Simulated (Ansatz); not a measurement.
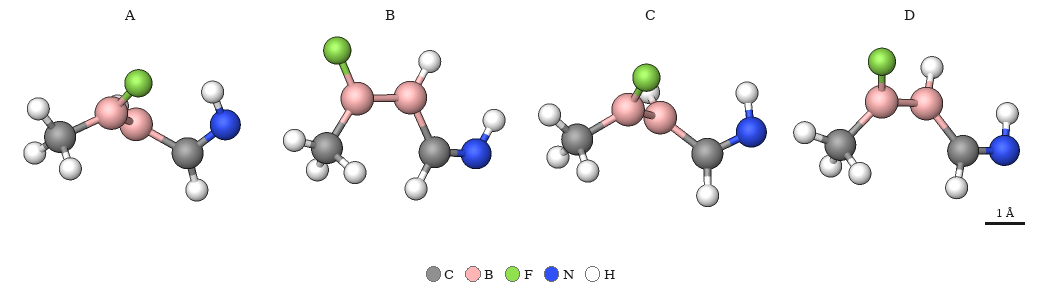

4 geometries from one relaxation of C$_{2}$H$_{6}$B$_{2}$FN (coarse preliminary run), in shuffled order. Style: ball-and-stick. Shown at a tilt.

The start comes from a force field.

Theory: RKS PBE-D4/def2-SVP (Ansatz 0.2.0). (force threshold 0.03 eV/Å; at most 200 steps)

### Put them in the order of the run, from the start to the converged end.

B, D, C, A. They are steps 0, 9, 23, 39, at +20.8 kcal/mol, +4.30 kcal/mol, +0.82 kcal/mol relative to the last. Over 37 accepted moves (39 points after the start) the energy falls by 20.8 kcal/mol. The largest force component goes from 3.5 to 0.016 eV/Å. The line search rejected the trial steps at points 3, 13 of the run. The largest move after the best rigid fit is that of an H atom, 2.23 Å. By element the largest moves are H 2.23 Å, F 1.86 Å, N 1.11 Å, B 1.00 Å, C 0.49 Å. Near-neighbour distances that change, for instance: B–H 1.112 → 1.223 Å, C–H 1.037 → 1.111 Å, B–F 1.423 → 1.356 Å, B–C 1.618 → 1.552 Å. Bond angles that change, for instance: B–C–N 119.9° → 110.4°, C–N–H 121.0° → 112.0°, B–C–H 122.2° → 131.0°. Groups turn about B–B by about 110°, B–C by about 110°, B–C by about 40°. The run took 51 s on 4 threads of Arm Neoverse V1, with other jobs on the host.
